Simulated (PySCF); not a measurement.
# C4H6N2Se: the cost of one run

Computed with PySCF 2.14.0 and routines of our own; the level stands in each step. Atoms count from 0.

## 1. The system as given

13 atoms, charge 1, multiplicity 2; geometry from: GFN2-xTB.

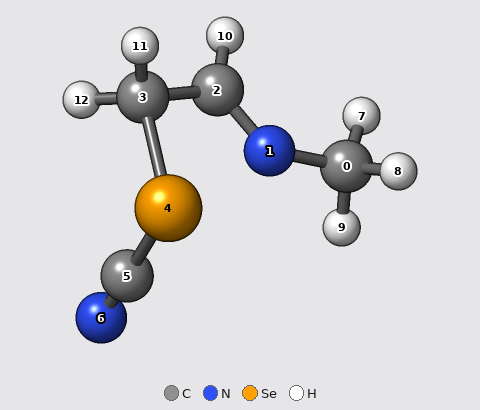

The starting geometry (carbon grey, nitrogen blue, selenium orange, hydrogen white).

## 2. Open-shell or spin-flip excitations: unrestricted TDDFT BHandHLYP/def2-SVPD

Job settings and geometry (Å):

```
{"job": {"kind": "uabs", "xc": "BHandHLYP", "basis": "def2-SVPD", "nstates": 10, "tda": false}, "charge": 1, "multiplicity": 2}
C     -2.027645    -0.457011    -0.122464
N     -0.666071    -0.116740    -0.045835
C      0.088932    -0.004840     0.955130
C      1.479379     0.368437     0.613583
Se     1.357169     0.458481    -1.381731
C      1.529623    -1.345629    -1.654910
N      1.637497    -2.471554    -1.818796
H     -2.465318    -0.642811     0.864253
H     -2.570633     0.352501    -0.614168
H     -2.133497    -1.352898    -0.738088
H     -0.222860    -0.157859     1.987880
H      1.766529     1.345620     1.009125
H      2.222507    -0.368171     0.928291
```

With the program's defaults for keys left out, this is: unrestricted TDDFT BHandHLYP/def2-SVPD, vertical, gas phase, core orbitals frozen in the response.

Launch:

```console
$ OMP_NUM_THREADS=1 python excited_run.py task.json out
```

This one command runs all jobs of the session in turn.

Q: Estimate the wall time and peak memory of this first job on 1 thread of AMD EPYC 7R43, shared host.

About 2.4 min, with a peak of 0.75 GiB.
